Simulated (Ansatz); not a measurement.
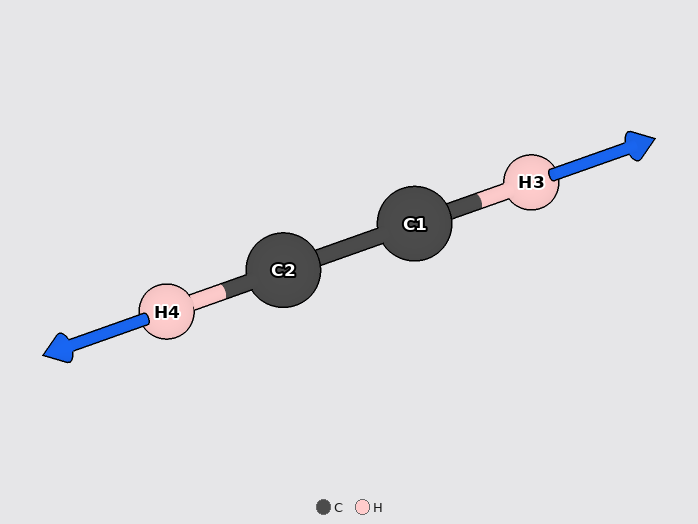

The arrows show one normal mode. Harmonic vibrations computed with RKS PBE0-D4/def2-TZVP (Ansatz 0.2.0) at a stationary point of the same level.

> What kind of motion is it?

Mostly in-phase stretching of 2 C–H bonds.

> Estimate its harmonic wavenumber.

3528 cm⁻¹; it is mode 7 of 7 counted from the lowest.
